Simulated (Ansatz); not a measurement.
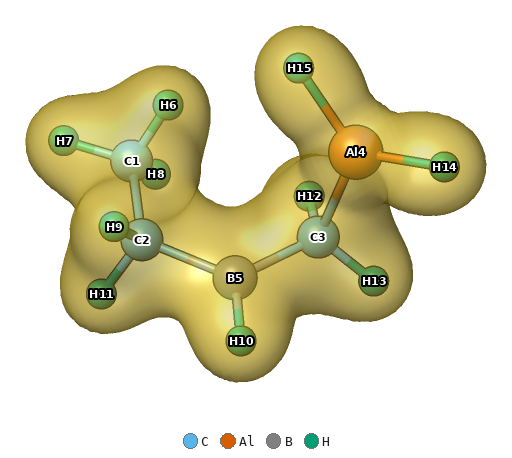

*C₃H₁₀AlB (SMILES CCB[CH2][AlH2]). Isosurface of the electron density at 0.2 e/Å³ (yellow), seen at a tilt.*

Geometry: PBE0-D3(BJ)/pcseg-1.

Method: Ansatz, isolated molecule in a Gaussian basis; Kohn-Sham density functional theory, functional PBE0.

```xyz
15

C    -1.5259   -1.6503    0.6200
C    -0.2450   -0.9222    1.0003
C     0.8110   -1.3508   -1.4896
Al    0.0655    0.1438   -2.5449
B     0.9141   -0.8382   -0.0534
H    -2.0129   -1.1842   -0.2470
H    -2.2579   -1.6531    1.4377
H    -1.3292   -2.6984    0.3582
H    -0.4682    0.1126    1.3187
H     1.9243   -0.2602    0.2833
H     0.1954   -1.3616    1.9129
H     0.0657   -2.1499   -1.6409
H     1.7638   -1.5874   -1.9813
H     0.9475    0.8254   -3.6775
H    -1.4288    0.6226   -2.2862
```

How is the density connected at this value?

At this value the surface is in one piece. It bridges the sampled C–C (1.52 Å), C–B (1.53 Å), C–Al (1.98 Å) and C–H (1.10 Å) contacts, where the density stays above the isovalue. On the grid the lowest density along these lines, outside the cores, is 1.6 e/Å³ (C–C, 1.52 Å), 1.3 e/Å³ (C–B, 1.53 Å), 0.55 e/Å³ (C–Al, 1.98 Å) and 1.8 e/Å³ (C–H, 1.10 Å).
